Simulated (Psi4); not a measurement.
# doublet C2H3FO+ at 4 levels

We compute a comparison of 4 runs (UHF/STO-3G, UHF/3-21G, UB3LYP/6-31G*, UHSE06/6-311+G**) of doublet C2H3FO+. 

The results are computed with Psi4 1.11.

### 1 Starting point

The species is C2H3FO+ (7 atoms), meant as a doublet with charge +1. SMILES of the parent species: `CO[C]F`. The coordinates come from a GFN2-xTB relaxation. This is one conformer, not always the lowest. That shape belongs to the parent species and isn't relaxed for this state.

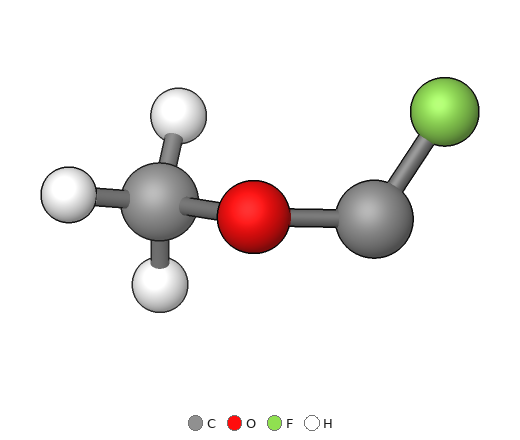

The structure, seen from a chosen angle (carbon grey, oxygen red, fluorine green, hydrogen white).

### 2 A single-point energy at UHF/STO-3G (run 1)

The input, calc.py:

```python
import psi4

psi4.set_memory('1600 MB')
psi4.set_num_threads(1)
psi4.core.set_output_file('run.log', False)

mol = psi4.geometry("""
1 2
C      0.341450     0.713210     0.251280
O     -0.683500     0.051270    -0.529040
C     -0.503330    -1.189390    -0.901810
F     -0.894920    -2.231840    -0.132730
H      0.561860     0.136950     1.150870
H     -0.069260     1.686810     0.506780
H      1.247700     0.832980    -0.345340
units angstrom
symmetry c1
no_reorient
no_com
""")

psi4.set_options({
    'basis': 'STO-3G',
    'reference': 'uhf',
    'puream': True,
    'e_convergence': 1e-09,
    'd_convergence': 1e-08,
    'scf_type': 'pk',
    'maxiter': 200,
})

e_tot, wfn = psi4.energy('scf', return_wfn=True)
psi4.oeprop(wfn, 'MULLIKEN_CHARGES', 'WIBERG_LOWDIN_INDICES', 'QUADRUPOLE')
print('E =', round(e_tot, 9))
```

Launch:

```console
python calc.py
```

run.log:

```text
[...]
  Running in c1 symmetry.
[...]
  Nuclear repulsion =  114.430360447109976
[...]
  Multiplicity = 2
[...]
  Nalpha       = 16
  Nbeta        = 15
[...]
    Number of basis functions: 23
[...]
   @UHF iter   1:  -247.96966679401947   -2.18955e+00   1.77416e-02 ADIIS/DIIS
[...]
   @UHF iter  20:  -248.10139747335026   -4.54747e-13   4.29272e-09 DIIS
[...]
   @S^2 Observed:                7.653700847E-01
[...]
  @UHF Final Energy:  -248.10139747335026
   => Energetics <=
    Nuclear Repulsion Energy =            114.4303604471099760
    One-Electron Energy =                -559.9862048575150766
    Two-Electron Energy =                 197.4544469370548256
    Total Energy =                       -248.1013974733502607
  UHF NO Occupations:
  HONO-2 :   14  A 1.9972608
  HONO-1 :   15  A 1.9958047
[...]
 Multipole Moments:
 ------------------------------------------------------------------------------------
     Multipole            Electronic (a.u.)      Nuclear  (a.u.)        Total (a.u.)
 ------------------------------------------------------------------------------------
 L = 1.  Multiply by 2.5417464519 to convert [e a0] to [Debye]
 Dipole X            :         23.8197384          -24.1001686           -0.2804302
 Dipole Y            :         36.4902362          -37.5615949           -1.0713587
 Dipole Z            :         14.5538279          -15.1513705           -0.5975426
 Magnitude           :                                                    1.2583751
 L = 2.  Multiply by 1.3450342976 to convert [e a0^2] to [Debye ang]
 Quadrupole XX       :        -66.5682665           53.7164153          -12.8518511
 Quadrupole XY       :        -82.5086972           84.8057714            2.2970742
[...]
  Mulliken Charges: (a.u.)
   Center  Symbol    Alpha    Beta     Spin     Total
       1     C     3.00969  3.02845 -0.01875 -0.03814
       2     O     4.16893  3.96060  0.20833 -0.12953
       3     C     3.00903  2.35304  0.65599  0.63793
       4     F     4.53880  4.39826  0.14053  0.06294
       5     H     0.43033  0.42745  0.00288  0.14221
       6     H     0.41624  0.41222  0.00401  0.17154
       7     H     0.42697  0.41997  0.00700  0.15306
   Total alpha = 16.00000, Total beta = 15.00000, Total charge =  1.00000
  Wiberg Bond Indices using Orthogonal Lowdin Orbitals:
[...]
```

On the terminal:

```text
E = -248.101397473
```

Wall time 1.2 s (1 thread of AMD EPYC 9R45 (Zen 5), shared host); peak memory 0.18 GiB.

### 3 The energy at UHF/3-21G (run 2)

The input, c2h3fo.xyz:

```xyz
7
C2H3FO
C      0.341450     0.713210     0.251280
O     -0.683500     0.051270    -0.529040
C     -0.503330    -1.189390    -0.901810
F     -0.894920    -2.231840    -0.132730
H      0.561860     0.136950     1.150870
H     -0.069260     1.686810     0.506780
H      1.247700     0.832980    -0.345340
```

The input, job.py:

```python
import psi4

psi4.set_memory(1600000000)
psi4.set_num_threads(1)
psi4.core.set_output_file('run.log', False)

with open('c2h3fo.xyz') as f:
    atoms = ''.join(f.readlines()[2:])
molecule = psi4.geometry('1 2\n' + atoms + 'symmetry c1')

psi4.set_options({
    'basis': '3-21G',
    'reference': 'uhf',
    'puream': True,
    'e_convergence': 1e-09,
    'd_convergence': 1e-08,
    'scf_type': 'pk',
    'maxiter': 200,
})

e_tot, wfn = psi4.energy('hf', return_wfn=True)
psi4.oeprop(wfn, 'MAYER_INDICES', 'MULLIKEN_CHARGES', 'LOWDIN_CHARGES')
print(f'total energy {e_tot:.8f} hartree = {e_tot * 27.211386:.5f} eV')
```

Launch:

```console
python job.py
```

run.log:

```text
[...]
  Running in c1 symmetry.
[...]
  Nuclear repulsion =  114.430360447109976
[...]
  Multiplicity = 2
[...]
  Nalpha       = 16
  Nbeta        = 15
[...]
    Number of basis functions: 42
[...]
   @UHF iter   1:  -249.84427353645552   -5.36553e-01   1.04257e-02 DIIS/ADIIS
[...]
   @UHF iter  18:  -249.96808947585757   -4.54747e-13   5.46859e-09 DIIS
[...]
   @S^2 Observed:                7.623789770E-01
[...]
  @UHF Final Energy:  -249.96808947585757
   => Energetics <=
    Nuclear Repulsion Energy =            114.4303604471099760
    One-Electron Energy =                -561.3668839920242135
    Two-Electron Energy =                 196.9684340690566557
    Total Energy =                       -249.9680894758575675
  UHF NO Occupations:
  HONO-2 :   14  A 1.9982040
  HONO-1 :   15  A 1.9967900
[...]
 Multipole Moments:
 ------------------------------------------------------------------------------------
     Multipole            Electronic (a.u.)      Nuclear  (a.u.)        Total (a.u.)
 ------------------------------------------------------------------------------------
 L = 1.  Multiply by 2.5417464519 to convert [e a0] to [Debye]
 Dipole X            :         -2.4054764            3.3221734            0.9166970
 Dipole Y            :         -5.3733424            5.9444224            0.5710799
 Dipole Z            :         -2.0276414            1.8807032           -0.1469382
 Magnitude           :                                                    1.0899800
[...]
  Mulliken Charges: (a.u.)
   Center  Symbol    Alpha    Beta     Spin     Total
       1     C     3.17334  3.18787 -0.01452 -0.36121
       2     O     4.35389  4.21589  0.13801 -0.56978
       3     C     2.79317  2.03858  0.75459  1.16825
       4     F     4.65946  4.54978  0.10968 -0.20924
       5     H     0.35000  0.34706  0.00295  0.30294
       6     H     0.32444  0.32155  0.00290  0.35401
       7     H     0.34568  0.33929  0.00639  0.31503
   Total alpha = 16.00000, Total beta = 15.00000, Total charge =  1.00000
  Lowdin Charges: (a.u.)
[...]
```

The script printed:

```text
total energy -249.96808948 hartree = -6801.97817 eV
```

Wall time 1.1 s (1 thread of AMD EPYC 9R45 (Zen 5), shared host); peak memory 0.18 GiB.

Run 3 isn't shown in full; the table further down has it.

### 4 The energy at UHSE06/6-311+G(d,p) (run 4)

The input, job.json:

```json
{
 "schema_name": "qcschema_input",
 "schema_version": 1,
 "molecule": {
  "schema_name": "qcschema_molecule",
  "schema_version": 2,
  "symbols": ["C", "O", "C", "F", "H", "H", "H"],
  "geometry": [0.64524699, 1.34777157, 0.47485038, -1.29162781, 0.09688626, -0.99974071, -0.95115585, -2.24762136, -1.70417392, -1.6911537, -4.21756635, -0.25082335, 1.06176152, 0.25879799, 2.17482911, -0.13088243, 3.18760892, 0.95767541, 2.35781129, 1.57410407, -0.65259802],
  "molecular_charge": 1,
  "molecular_multiplicity": 2,
  "fix_symmetry": "c1",
  "fix_com": true,
  "fix_orientation": true
 },
 "driver": "energy",
 "model": {
  "method": "hse06",
  "basis": "6-311+G**"
 },
 "keywords": {
  "reference": "uks",
  "puream": true,
  "e_convergence": 1e-09,
  "d_convergence": 1e-08,
  "scf_type": "pk",
  "dft_radial_points": 99,
  "dft_spherical_points": 590,
  "maxiter": 200
 }
}
```

Launch:

```console
psi4 --qcschema job.json -n 1 --memory 1600MB
```

stdout:

```text
[...]
  Running in c1 symmetry.
[...]
  Nuclear repulsion =  114.430360444075134
[...]
  Multiplicity = 2
[...]
  Nalpha       = 16
  Nbeta        = 15
[...]
    Number of basis functions: 106
[...]
   @UKS iter   1:  -252.27386572144130   -5.58486e-02   5.69699e-03 DIIS/ADIIS
[...]
   @UKS iter  15:  -252.43872104913899    6.53699e-13   4.50010e-09 DIIS
[...]
   @S^2 Observed:                7.554279804E-01
[...]
    Orbital Energies [Eh]
    ---------------------
    Alpha Occupied:
       1A    -25.120267     2A    -19.590584     3A    -10.756740
       4A    -10.517502     5A     -1.582945     6A     -1.437225
       7A     -1.044380     8A     -0.934274     9A     -0.848730
      10A     -0.817114    11A     -0.802741    12A     -0.739366
      13A     -0.732349    14A     -0.655000    15A     -0.633421
      16A     -0.587835
    Alpha Virtual:
      17A     -0.420217    18A     -0.199535    19A     -0.161260
      20A     -0.152098    21A     -0.116119    22A     -0.111817
      23A     -0.099547    24A     -0.084632    25A     -0.063708
[...]
  @UKS Final Energy:  -252.43872104913899
   => Energetics <=
    Nuclear Repulsion Energy =            114.4303604440751343
    One-Electron Energy =                -564.0261970724003504
    Two-Electron Energy =                 220.6208177162442041
    DFT Exchange-Correlation Energy =     -23.4637021370579717
    Empirical Dispersion Energy =           0.0000000000000000
    VV10 Nonlocal Energy =                  0.0000000000000000
    Total Energy =                       -252.4387210491389908
[...]
 Multipole Moments:
 ------------------------------------------------------------------------------------
     Multipole            Electronic (a.u.)      Nuclear  (a.u.)        Total (a.u.)
 ------------------------------------------------------------------------------------
 L = 1.  Multiply by 2.5417464519 to convert [e a0] to [Debye]
 Dipole X            :         23.9570861          -24.1001686           -0.1430824
 Dipole Y            :         36.8925858          -37.5615948           -0.6690090
 Dipole Z            :         14.6479808          -15.1513706           -0.5033898
 Magnitude           :                                                    0.8493803
[...]
```

The result, in JSON:

```text
{
 "driver": "energy",
 "model": {
  "method": "hse06",
  "basis": "6-311+G**"
 },
 "success": true,
 "return_result": -252.438721049139,
 "properties": {
  "calcinfo_nbasis": 106,
  "calcinfo_nmo": 106,
  "calcinfo_nalpha": 16,
  "calcinfo_nbeta": 15,
  "calcinfo_natom": 7,
  "nuclear_repulsion_energy": 114.43036044407513,
  "return_energy": -252.438721049139,
  "scf_one_electron_energy": -564.0261970724004,
  "scf_two_electron_energy": 220.6208177162442,
  "scf_xc_energy": -23.46370213705797,
  "scf_dipole_moment": [-0.14308241870524085, -0.6690090013318439, -0.5033897956439439],
  "scf_total_energy": -252.438721049139,
  "scf_iterations": 15
 }
}
```

Wall time 44 s (1 thread of AMD EPYC 9R45 (Zen 5), shared host); peak memory 0.76 GiB.

### 5 All runs side by side

```csv
run,level,integration grid,energy (Eh),HOMO energy (eV),LUMO energy (eV),⟨S²⟩,wall time
1,UHF/STO-3G,–,-248.101397,-19.02,-4.78,0.765,1.2 s
2,UHF/3-21G,–,-249.968089,-20.67,-7.07,0.762,1.1 s
3,UB3LYP/6-31G* (spherical functions),99 radial × 590 angular,-252.615840,-15.94,-12.01,0.754,14 s
4,UHSE06/6-311+G**,99 radial × 590 angular,-252.438721,-16.00,-12.18,0.755,44 s
```

### 6 Outcome

```
                                 quantity          value
                      run 4: total energy  -252.43872 Eh
run 4: HOMO energy (highest over α and β)      -16.00 eV
 run 4: LUMO energy (lowest over α and β)      -12.18 eV
                              run 4: ⟨S²⟩          0.755
```

Totals of different functionals can't be ranked against each other. In run 1 the basis is minimal, so the values are rough. All runs together took 61 s, the longest 44 s.
